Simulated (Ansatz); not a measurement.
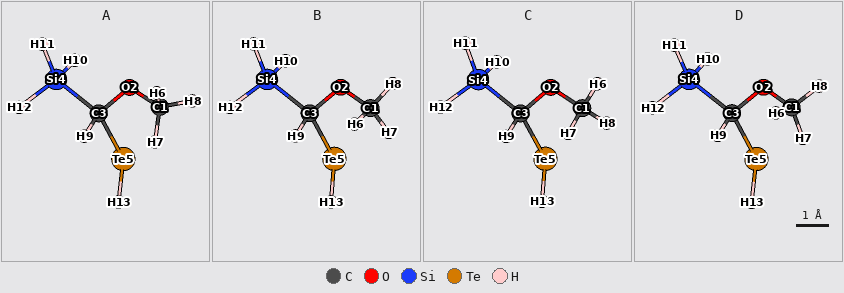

4 geometries from a converged minimum-energy path of C2H8OSiTe, shuffled. Style: ball-and-stick. Shown from a free direction.

All numbers below come from RKS PBE-D4/def2-SVP (Ansatz). Set-up: 5 movable images; climbing image; force threshold 0.03 eV/Å; iteration limit 60; starting path by image-dependent pair potential.

### Which frame is the transition state?

A. In order along the path, whose images run from 0 to 6: C (image 1, +2.1 kJ/mol), A (image 3, +10.8 kJ/mol), D (image 5, +2.1 kJ/mol), B (image 6, 0.0 kJ/mol). The motion is a rotation about the C1–O2 bond by about 120°. No bond forms or breaks between the ends. Bond angles that change up to the highest image, for instance: C1–O2–C3 115.3° → 117.4°.
